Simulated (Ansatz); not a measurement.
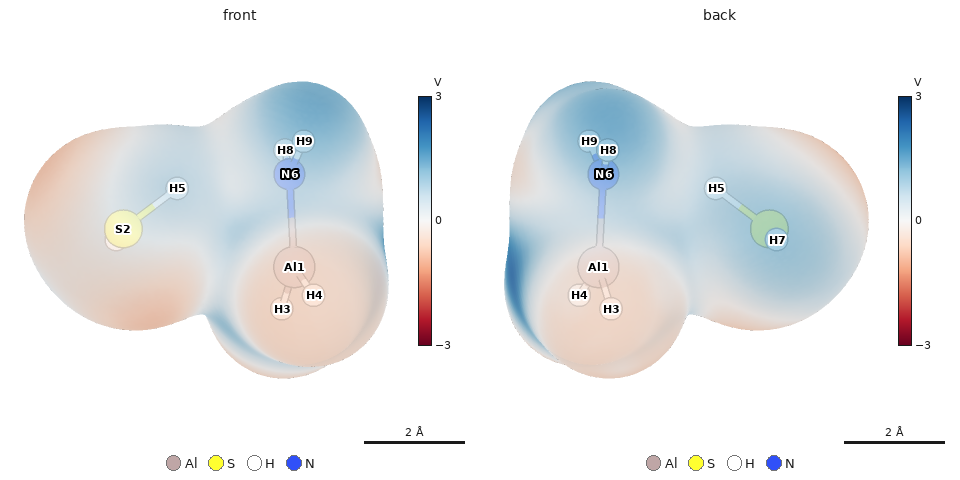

Figure 1: AlH$_{4}$N···H$_{2}$S. The electrostatic potential painted on the density surface at 0.002 e/bohr³, seen from the front and from behind; red is negative and blue positive.

Not at a stationary point (largest force 1.3 eV/Å).

Computed with Ansatz, RKS BLYP-D4/def2-SVP.

```xyz
9

Al   -1.1579   -0.3907   -0.6550
S     1.5222    1.9174   -0.3110
H    -0.5407   -1.0972   -1.9361
H    -2.4056    0.5874   -0.6116
H     1.0643    0.9426    0.5324
N    -0.3583   -0.8333    0.9851
H     2.2718    1.0144   -1.0051
H     0.3484   -1.5656    1.1027
H    -0.7443   -0.5750    1.8985
```

Which sites attract a positive test charge, and which a negative one?

Answer. A positive charge is drawn to the negative regions and a negative charge to the positive ones. The most negative region (about −0.8 V) lies over S2, the most positive (about +2.2 V) over Al1.
